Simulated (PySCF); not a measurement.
# NMR shielding calculation, with input and output: C5H10Si2

System: C5H10Si2, SMILES [SiH3]C1([SiH3])C=CC=C1.
Method: GIAO PBE0/pcSseg-1 NMR shielding, non-relativistic, IEF-PCM dichloromethane (PySCF 2.14.0).

The geometry comes from this level: B3LYP-D3(BJ)/def2-SVP. Figures and captions count atoms from 1; the log counts them from 0 in places.

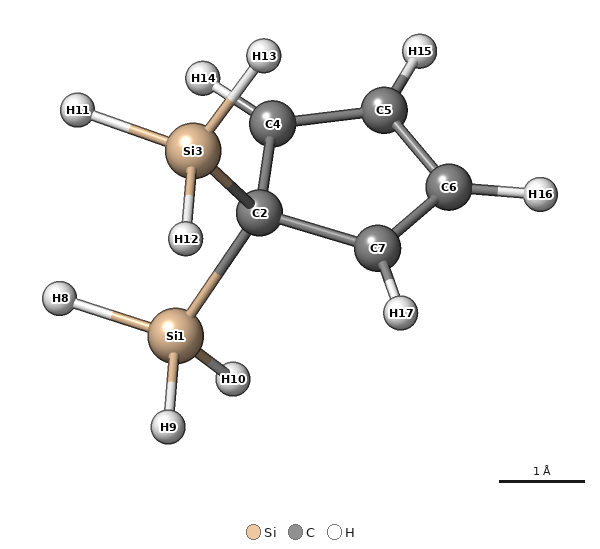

The structure as given in the input (ball-and-stick view, seen at a tilt; atoms are numbered from 1 in the order of the input). Bond lengths as drawn: C–C 1.37 to 1.49 Å, C–H 1.09 Å, C–Si 1.91 Å and H–Si 1.49 Å.

## Input
```
{"job": {"kind": "nmr", "xc": "PBE0", "basis": "pcSseg-1", "solvent": "dichloromethane", "pop": false}, "charge": 0, "multiplicity": 1}
Si    -1.395191    -1.140293    -0.933743
C     -0.208028     0.011296     0.013161
Si    -1.130660     1.274683     1.101674
C      0.694288     0.719971    -0.943857
C      1.987191     0.363091    -0.687436
C      2.012057    -0.572162     0.418495
C      0.734539    -0.794304     0.846702
H     -2.286046    -0.332914    -1.816872
H     -2.242981    -1.897356     0.032411
H     -0.596679    -2.089878    -1.755795
H     -2.014327     2.124357     0.251633
H     -1.976813     0.559344     2.100528
H     -0.134038     2.128206     1.804073
H      0.346471     1.408478    -1.715227
H      2.867210     0.720301    -1.224467
H      2.913561    -1.022694     0.836521
H      0.422450    -1.448097     1.662289
```

The first line tells a small driver script what to run in PySCF; the rest is the geometry in Å.

Launched with:
```bash
OMP_NUM_THREADS=1 python <driver script> task.json out
```

## Output
```
coarse grid: 14880 points
cycle   1  E = -774.8943579644  dE =  6.646e-01  |g| = 3.552e-01  |ddm| = 3.769e+00
cycle   2  E = -774.8836789727  dE =  1.068e-02  |g| = 4.117e-01  |ddm| = 8.027e-01
cycle   3  E = -774.9287321750  dE = -4.505e-02  |g| = 3.349e-02  |ddm| = 4.612e-01
cycle   4  E = -774.9289737014  dE = -2.415e-04  |g| = 1.184e-02  |ddm| = 4.507e-02
cycle   5  E = -774.9289987417  dE = -2.504e-05  |g| = 5.318e-03  |ddm| = 1.501e-02
cycle   6  E = -774.9290055737  dE = -6.832e-06  |g| = 7.025e-04  |ddm| = 5.311e-03
final grid: 133616 points
cycle   7  E = -774.9697800303  dE = -2.151e-05  |g| = 6.117e-03  |ddm| = 3.419e-02
cycle   8  E = -774.9697748664  dE =  5.164e-06  |g| = 7.581e-03  |ddm| = 1.420e-02
cycle   9  E = -774.9697904079  dE = -1.554e-05  |g| = 4.191e-04  |ddm| = 7.727e-03
cycle  10  E = -774.9697904344  dE = -2.651e-08  |g| = 1.811e-04  |ddm| = 4.659e-04
cycle  11  E = -774.9697904419  dE = -7.532e-09  |g| = 5.700e-05  |ddm| = 1.831e-04
cycle  12  E = -774.9697904426  dE = -6.992e-10  |g| = 1.976e-05  |ddm| = 6.433e-05
```

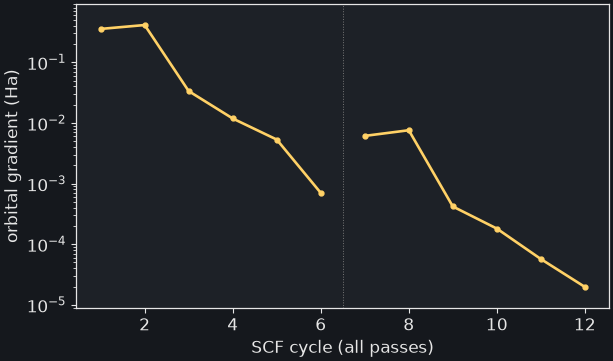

Convergence of the self-consistent field: orbital gradient against the SCF cycle. The dotted line marks the change from a coarse to the final integration grid. The first 6 cycles use a coarse grid, the final grid takes over at cycle 7, and the field converges after 12 cycles in all.

```
converged SCF energy = -774.9697904426

GIAO shielding tensors (ppm)
atom      isotropic    diamagn.    paramagn.     s11        s22        s33       span
  0 Si     412.773     879.152    -466.379    376.090    393.888    468.341     92.251
  1 C      138.382     256.387    -118.005    116.338    143.042    155.765     39.427
  2 Si     412.733     879.153    -466.420    375.946    393.917    468.337     92.390
  3 C       37.539     255.155    -217.616    -66.200     32.012    146.804    213.004
  4 C       44.501     254.351    -209.850    -52.769     38.662    147.610    200.379
  5 C       44.501     254.348    -209.847    -52.771     38.670    147.604    200.375
  6 C       37.540     255.144    -217.603    -66.224     32.014    146.831    213.055
  7 H       26.932      28.908      -1.976     23.508     24.855     32.433      8.925
  8 H       26.932      28.910      -1.978     23.507     24.854     32.435      8.928
  9 H       28.256      28.446      -0.190     24.007     26.322     34.438     10.430
 10 H       26.932      28.912      -1.979     23.507     24.853     32.437      8.930
 11 H       26.931      28.908      -1.977     23.508     24.852     32.433      8.925
 12 H       28.259      28.448      -0.189     24.009     26.328     34.441     10.432
 13 H       24.239      32.234      -7.995     22.727     23.092     26.899      4.171
 14 H       24.007      30.777      -6.770     21.917     23.226     26.879      4.962
 15 H       24.007      30.777      -6.770     21.917     23.226     26.879      4.962
 16 H       24.238      32.232      -7.994     22.727     23.090     26.897      4.170
```

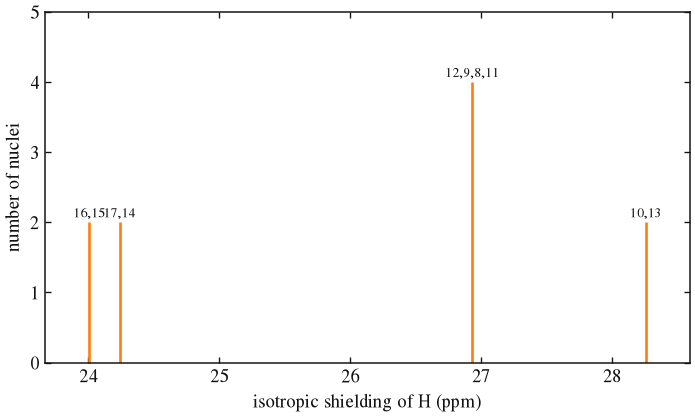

Isotropic shieldings of the hydrogen nuclei in this fixed geometry, labelled by atom number; shielding grows to the right, so chemical shift grows to the left. The least shielded is H16 (24.0 ppm), the most shielded H13 (28.3 ppm).

## Key numbers

- outcome: converged
- total energy: −774.969790 hartree
- HOMO: −6.60 eV
- LUMO: −0.60 eV
- dipole moment: 0.05 D
- isotropic shielding, Si: 412.7 ppm
- isotropic shielding, C: 37.5 to 138.4 ppm
- isotropic shielding, H: 24.0 to 28.3 ppm
- hardware: 1 CPU thread, shared host
- wall time: 19 s
- peak memory: 0.95 GiB
